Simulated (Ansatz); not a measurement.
# SiH3Cl (chlorosilane) at revPBE(a = 0.05)/aug-cc-pVTZ (exact exchange 0.05)

Aim: the energy change on altering one bond length of SiH3Cl (chlorosilane) at revPBE(a = 0.05)/aug-cc-pVTZ (exact exchange 0.05), from 2 runs. 

The calculation is run with Ansatz 0.2.0.

3 further runs of the same task are left out: 3 set aside as unsound or not needed.

### Step 1. The molecule

The species is SiH3Cl (5 atoms), meant as a singlet with charge 0. As SMILES, `[SiH3]Cl`. The shape is that of a PBE0-D4/def2-TZVP optimisation.

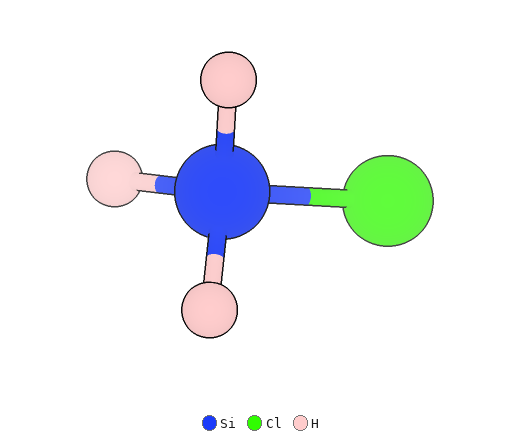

The structure, seen from a chosen angle (silicon blue, chlorine green, hydrogen pink).

### Step 2. Energy and gradient at revPBE(a = 0.05)/aug-cc-pVTZ (exact exchange 0.05)

in.yaml

```yaml
crystal:
  periodic: [false, false, false]
  atoms:
    - {symbol: Si, position_ang: [-0.112000, 0.018600, -0.030900]}
    - {symbol: Cl, position_ang: [1.838300, -0.513500, 0.329900]}
    - {symbol: H, position_ang: [-0.950900, -0.488300, 1.079100]}
    - {symbol: H, position_ang: [-0.534700, -0.585700, -1.314900]}
    - {symbol: H, position_ang: [-0.190800, 1.495400, -0.104700]}
basis:
  gaussian:
    orbitals: aug-cc-pVTZ
hamiltonian:
  xc: {name: revPBE, exx: 0.05}
  pseudopotentials: {relativity: none}
scf:
  omitted_lower_state_checks: [cluster_reference]
output: {forces: true}
```

Launch:

```bash
ansatz run in.yaml --threads 1 --pin off --max-ram 2610MiB --events-out events.jsonl --progress --plain --runs-dir runs
```

The program printed:

```text
Warning: RAYON_NUM_THREADS=1 ignored (pool sized by the plan → 1); use --threads N
Functional definition: unnamed
  parameter a_1 = 0.05
  exchange = (1 - a_1)*pbe_x(kappa = 1.245) + a_1*exact_x
  correlation = pbe_c
these checks for a lower state are left out or cut short: cluster_reference
870 factors; their error is unknown
mean field evaluation 1: about -20446.3979 eV, gradient 1.5e1 eV
mean field evaluation 2: about -20446.8051 eV, gradient 1.2e1 eV
mean field evaluation 4: about -20447.2364 eV, gradient 8.2e-1 eV
mean field evaluation 8: about -20447.2332 eV, gradient 1.1e-1 eV
mean field -20447.23317155 eV, -751.4219594221 hartree, gradient 6.1e-5 eV, S^2 0.000000; 0 other end points of the search recorded, 0 dependent functions left out
the calculation of the forces begins
reference -20447.23323179 eV, -751.4219616359 hartree; 17, 17 occupied and 152, 152 virtual orbitals, 870 factors
Total energy: -20447.23323179 eV, -751.4219616359 hartree
Atom 0 at    -0.112000     0.018600    -0.030900 Å, force    -0.295294     0.079990    -0.052933 eV/Å
Atom 1 at     1.838300    -0.513500     0.329900 Å, force     0.526718    -0.143621     0.097301 eV/Å
Atom 2 at    -0.950900    -0.488300     1.079100 Å, force    -0.134363    -0.070791     0.160029 eV/Å
Atom 3 at    -0.534700    -0.585700    -1.314900 Å, force    -0.073858    -0.085828    -0.191389 eV/Å
Atom 4 at    -0.190800     1.495400    -0.104700 Å, force    -0.023203     0.220250    -0.013009 eV/Å
Dipole moment:    -0.244724     0.066788    -0.045309 e Å
Checks for a lower state left out: cluster_reference
```

It took 2.8 s on 1 thread of Intel Xeon 6975P-C (Granite Rapids), shared host; peak memory 0.31 GiB.

### Step 3. The distorted shape, same level

in.yaml

```yaml
crystal:
  periodic: [false, false, false]
  atoms:
    - {symbol: Si, position_ang: [-0.195907, -0.032100, 0.080122]}
    - {symbol: Cl, position_ang: [1.754393, -0.564200, 0.440922]}
    - {symbol: H, position_ang: [-0.950900, -0.488300, 1.079100]}
    - {symbol: H, position_ang: [-0.618607, -0.636400, -1.203878]}
    - {symbol: H, position_ang: [-0.274707, 1.444700, 0.006322]}
basis:
  gaussian:
    orbitals: aug-cc-pVTZ
hamiltonian:
  xc: {name: revPBE, exx: 0.05}
  pseudopotentials: {relativity: none}
scf:
  omitted_lower_state_checks: [cluster_reference]
output: {forces: true}
```

Launch:

```bash
ansatz run in.yaml --threads 1 --pin off --max-ram 2610MiB --events-out events.jsonl --progress --plain --runs-dir runs
```

The program printed:

```text
Warning: RAYON_NUM_THREADS=1 ignored (pool sized by the plan → 1); use --threads N
[... 4 set-up lines as earlier in the session ...]
these checks for a lower state are left out or cut short: cluster_reference
870 factors; their error is unknown
mean field evaluation 1: about -20446.0002 eV, gradient 1.6e1 eV
mean field evaluation 2: about -20446.4302 eV, gradient 1.3e1 eV
mean field evaluation 4: about -20446.9553 eV, gradient 8.5e-1 eV
mean field evaluation 8: about -20446.9505 eV, gradient 1.1e-1 eV
mean field -20446.95051784 eV, -751.4115720899 hartree, gradient 7.9e-5 eV, S^2 0.000000; 0 other end points of the search recorded, 0 dependent functions left out
the calculation of the forces begins
reference -20446.95057718 eV, -751.4115742703 hartree; 17, 17 occupied and 152, 152 virtual orbitals, 870 factors
Total energy: -20446.95057718 eV, -751.4115742703 hartree
Atom 0 at    -0.195907    -0.032100     0.080122 Å, force     1.752796     1.351105    -2.820627 eV/Å
Atom 1 at     1.754393    -0.564200     0.440922 Å, force     0.569570    -0.152130     0.099757 eV/Å
Atom 2 at    -0.950900    -0.488300     1.079100 Å, force    -2.253452    -1.370419     2.996933 eV/Å
Atom 3 at    -0.618607    -0.636400    -1.203878 Å, force    -0.060323    -0.070579    -0.229123 eV/Å
Atom 4 at    -0.274707     1.444700     0.006322 Å, force    -0.008592     0.242024    -0.046941 eV/Å
Dipole moment:    -0.269306     0.056965    -0.021433 e Å
Checks for a lower state left out: cluster_reference
```

Run time: 2.7 s. Hardware: 1 thread of Intel Xeon 6975P-C (Granite Rapids), shared host; peak memory 0.31 GiB.

### Step 4. Summary of results

At revPBE(a = 0.05)/aug-cc-pVTZ (exact exchange 0.05):

| quantity | value |
| --- | --- |
| first shape: total energy | -751.42196 Eh |
| first shape: dipole moment | 1.24 D |
| first shape: largest force on an atom | 0.555 eV/Å |
| distorted shape: total energy | -751.41157 Eh |
| distorted shape: dipole moment | 1.33 D |
| distorted shape: largest force on an atom | 3.992 eV/Å |
| energy change with the Si1–H3 bond shortened from 1.481 to 1.333 Å | 0.283 eV |

With the Si1–H3 bond shortened from 1.481 to 1.333 Å the energy rises by 0.28 eV (6.5 kcal/mol). The first shape isn't relaxed at this level, so the change isn't measured from a minimum. The largest force (first shape) is 0.55 eV/Å: the shape isn't a stationary point for this species at this level. Mulliken charges (distorted shape) run from -0.34 on Cl2 to +0.72 on Si1; in a basis this large or diffuse they mean little.
